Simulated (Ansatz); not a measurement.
**Run report: AlH₂F, geometry relaxation**

The run: geometry relaxation of AlH₂F. Method and program: RKS PBE0-D4/def2-TZVP (Ansatz 0.2.0).

Figures and captions count atoms from 1; the log counts them from 0 in places.

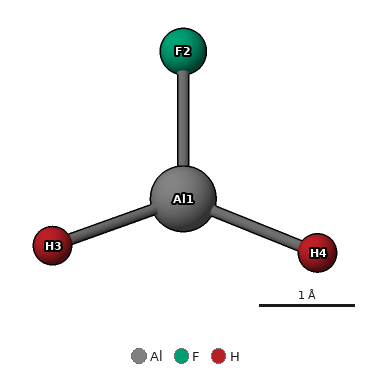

The structure as given in the input (ball-and-stick view, seen at a tilt; atoms are numbered from 1 in the order of the input). Sticks mark near contacts. Bond lengths as drawn: Al–F 1.68 Å and Al–H 1.58 Å.

### Key numbers

| quantity | value |
| --- | --- |
| outcome | converged |
| total energy | −9343.5119 eV |
| mean-field energy | −9343.4851 eV |
| dispersion energy | −0.0268 eV |
| SCF solution under orbital rotations | stable |
| largest force (length of the vector) at the end | 0.001 eV/Å |
| dipole moment | 1.36 D |
| hardware | 4 threads of Arm Neoverse V1, 23 GiB of memory available, shared host |
| wall time | 2.3 s (CPU time 7.7 s) |
| peak memory | 0.5 GiB |

### The input
```yaml
crystal:
  periodic: [false, false, false]
  atoms:
    - {symbol: Al, position_ang: [-1.606505, -0.010612, -0.958091]}
    - {symbol: F, position_ang: [-0.452126, 1.209603, -0.952491]}
    - {symbol: H, position_ang: [-1.573920, -0.979265, -2.205834]}
    - {symbol: H, position_ang: [-2.878076, 0.243357, -0.055467]}
basis:
  gaussian: {orbitals: def2-TZVP}
hamiltonian: {xc: pbe0, dispersion: d4}
relax: {f_tol: 0.005, max_steps: 200}
```

Run as:
```bash
ansatz run in.yaml --threads 4 --pin off --events-out ev --progress --plain --max-ram 9574MiB
```

### Log
```
Functional definition: PBE0
  name "PBE0"
  cite "Adamo & Barone, J. Chem. Phys. 110, 6158 (1999) doi:10.1063/1.478522"
  cite "Perdew, Burke & Ernzerhof, Phys. Rev. Lett. 77, 3865 (1996) doi:10.1103/PhysRevLett.77.3865"
  parent pbe
  parameter a = 0.25
  parameter kappa = 0.804
  parameter beta = 0.06672455060314922
  exchange = (1 - a)*pbe_x(kappa = kappa, mu = beta*pi^2/3) + a*exact_x
  correlation = pbe_c(beta = beta)
523 factors; their error is unknown
mean field evaluation 1: about -9341.1866 eV, gradient 3.8e1 eV
mean field evaluation 2: about -9336.3908 eV, gradient 7.0e1 eV
mean field evaluation 4: about -9343.3620 eV, gradient 5.5e-1 eV
mean field evaluation 8: about -9343.3851 eV, gradient 6.4e-2 eV
mean field -9343.38506738 eV, -343.3630680524 hartree, gradient 3.9e-5 eV, S^2 0.000000; 0 other end points of the search recorded, 0 dependent functions left out
the calculation of the forces begins
reference -9343.38509505 eV, -343.3630690694 hartree; 12, 12 occupied and 68, 68 virtual orbitals, 523 factors
relax step   1: F+E_penalty+E_count = -9343.41185041 eV  Δ(F+E_penalty+E_count) = +0.000e0 eV  max|allowed force component| = 1.088e0 eV/Å  Δτ_max = 0.0000 Å  (21 SCF iters, accepted)
these checks for a lower state are left out or cut short: starts, cluster_reference, orbital_swaps, neighbouring_geometries, increment
523 factors; their error is unknown
mean field evaluation 16: about -9343.4237 eV, gradient 2.2e-1 eV
mean field -9343.44636789 eV, -343.3653208045 hartree, gradient 1.4e-5 eV, S^2 0.000000; 0 other end points of the search recorded, 0 dependent functions left out
the calculation of the forces begins
reference -9343.44639572 eV, -343.3653218272 hartree; 12, 12 occupied and 68, 68 virtual orbitals, 523 factors
relax step   2: F+E_penalty+E_count = -9343.47309837 eV  Δ(F+E_penalty+E_count) = -6.125e-2 eV  max|allowed force component| = 7.949e-1 eV/Å  Δτ_max = 0.1953 Å  (30 SCF iters, accepted)
these checks for a lower state are left out or cut short: starts, cluster_reference, orbital_swaps, neighbouring_geometries, increment
523 factors; their error is unknown
mean field -9343.47934226 eV, -343.3665325903 hartree, gradient 8.6e-6 eV, S^2 0.000000; 0 other end points of the search recorded, 0 dependent functions left out
the calculation of the forces begins
reference -9343.47937030 eV, -343.3665336209 hartree; 12, 12 occupied and 68, 68 virtual orbitals, 523 factors
relax step   3: F+E_penalty+E_count = -9343.50617973 eV  Δ(F+E_penalty+E_count) = -3.308e-2 eV  max|allowed force component| = 3.607e-1 eV/Å  Δτ_max = 0.0444 Å  (24 SCF iters, accepted)
these checks for a lower state are left out or cut short: starts, cluster_reference, orbital_swaps, neighbouring_geometries, increment
523 factors; their error is unknown
mean field evaluation 32: about -9343.4850 eV, gradient 6.1e-2 eV
mean field -9343.48498548 eV, -343.3667399747 hartree, gradient 1.5e-5 eV, S^2 0.000000; 0 other end points of the search recorded, 0 dependent functions left out
the calculation of the forces begins
reference -9343.48501347 eV, -343.3667410033 hartree; 12, 12 occupied and 68, 68 virtual orbitals, 523 factors
relax step   4: F+E_penalty+E_count = -9343.51181258 eV  Δ(F+E_penalty+E_count) = -5.633e-3 eV  max|allowed force component| = 1.889e-2 eV/Å  Δτ_max = 0.0222 Å  (24 SCF iters, accepted)
these checks for a lower state are left out or cut short: starts, cluster_reference, orbital_swaps, neighbouring_geometries, increment
523 factors; their error is unknown
mean field -9343.48502959 eV, -343.3667415958 hartree, gradient 6.7e-5 eV, S^2 0.000000; 0 other end points of the search recorded, 0 dependent functions left out
the calculation of the forces begins
reference -9343.48505757 eV, -343.3667426242 hartree; 12, 12 occupied and 68, 68 virtual orbitals, 523 factors
relax step   5: F+E_penalty+E_count = -9343.51185748 eV  Δ(F+E_penalty+E_count) = -4.490e-5 eV  max|allowed force component| = 6.976e-4 eV/Å  Δτ_max = 0.0016 Å  (16 SCF iters, accepted)
```

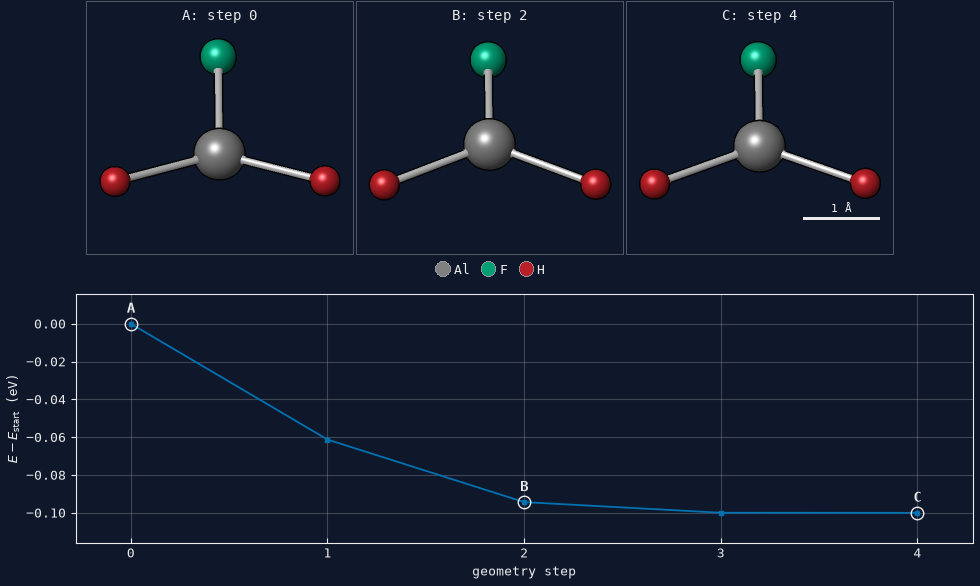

Frames of the relaxation (ball-and-stick view, seen at a tilt) above the curves, on which the letters mark them (the first geometry is step 0 here and step 1 in the log).

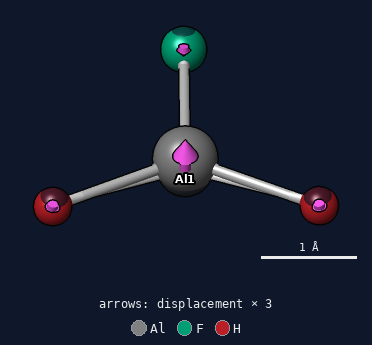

Start (faint) and end (solid) with the displacements as pink arrows, magnified 3 times (ball-and-stick view, seen at a tilt). The two geometries are laid on each other by the best rigid fit. Al1 moves most after the best rigid fit: 0.14 Å. Largest moves by element: Al 0.14 Å, H 0.05 Å, F 0.04 Å. Among the contacts that change: Al1–F2 1.680 → 1.650 Å, Al1–H3 1.580 → 1.576 Å. The energy falls by 0.100 eV in 4 geometry steps. Largest force component: 1.1 eV/Å at the start, 0.0007 eV/Å at the end. (Atoms are counted from 1 in the order of the input.)

```
523 factors; their error is unknown
mean field -9343.48502959 eV, -343.3667415958 hartree, gradient 6.7e-5 eV, S^2 0.000000; 1 other end points of the search recorded, 0 dependent functions left out
the calculation of the forces begins
reference -9343.48505757 eV, -343.3667426242 hartree; 12, 12 occupied and 68, 68 virtual orbitals, 523 factors
Total energy: -9343.51188546 eV, -343.3677285308 hartree
Atom 0 at    -1.668473     0.079352    -1.047010 Å, force    -0.000156    -0.000291     0.000089 eV/Å
Atom 1 at    -0.441131     1.175177    -0.925942 Å, force    -0.000698    -0.000570    -0.000093 eV/Å
Atom 2 at    -1.545805    -1.009712    -2.179196 Å, force     0.000436     0.000413    -0.000022 eV/Å
Atom 3 at    -2.855219     0.218266    -0.019735 Å, force     0.000418     0.000449     0.000026 eV/Å
Dipole moment:    -0.210566    -0.187972    -0.020788 e Å
```

### Trajectory as extended XYZ (Å, eV, eV/Å), 5 frames, from step=1 to step=5
```
4
Properties=species:S:1:pos:R:3:forces:R:3 step=1 energy=-9343.41185
Al   -1.6065   -0.0106   -0.9581    0.0373   1.0884  -0.5986
F    -0.4521    1.2096   -0.9525   -0.3775  -0.7079   0.1751
H    -1.5739   -0.9793   -2.2058    0.1669  -0.1878   0.2165
H    -2.8781    0.2434   -0.0555    0.1732  -0.1927   0.2070
4
Properties=species:S:1:pos:R:3:forces:R:3 step=2 energy=-9343.47310
Al   -1.7048    0.1034   -1.0826    0.7739   0.2589   0.3216
F    -0.4161    1.1799   -0.9135   -0.7949  -0.5583  -0.1641
H    -1.5281   -1.0353   -2.1874   -0.1155   0.2677   0.1289
H    -2.8616    0.2152    0.0117    0.1366   0.0318  -0.2864
4
Properties=species:S:1:pos:R:3:forces:R:3 step=3 energy=-9343.50618
Al   -1.6678    0.0997   -1.0582   -0.2527  -0.3607   0.0526
F    -0.4342    1.1756   -0.9220    0.1226   0.1467  -0.0092
H    -1.5477   -1.0219   -2.1787   -0.0054   0.1730   0.0944
H    -2.8609    0.2097   -0.0129    0.1356   0.0410  -0.1378
4
Properties=species:S:1:pos:R:3:forces:R:3 step=4 energy=-9343.51181
Al   -1.6674    0.0806   -1.0471   -0.0189  -0.0189  -0.0008
F    -0.4400    1.1762   -0.9258   -0.0014  -0.0007  -0.0005
H    -1.5470   -1.0107   -2.1791    0.0041   0.0154   0.0106
H    -2.8563    0.2171   -0.0199    0.0162   0.0041  -0.0094
4
Properties=species:S:1:pos:R:3:forces:R:3 step=5 energy=-9343.51186
Al   -1.6685    0.0794   -1.0470   -0.0002  -0.0003   0.0001
F    -0.4411    1.1752   -0.9259   -0.0007  -0.0006  -0.0001
H    -1.5458   -1.0097   -2.1792    0.0004   0.0004   0.0000
H    -2.8552    0.2183   -0.0197    0.0004   0.0004   0.0000
```

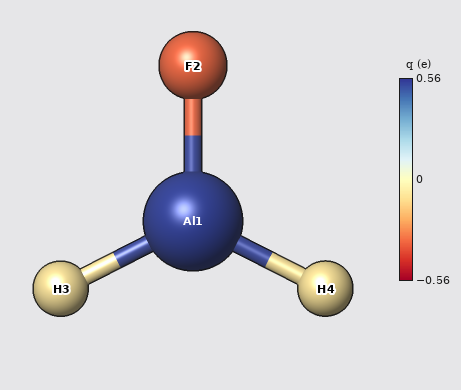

Mulliken charges, as the colour of each atom (ball-and-stick view, seen at a tilt; atoms are numbered from 1 in the order of the input). By element: Al +0.53, F −0.35 and H −0.09 e.
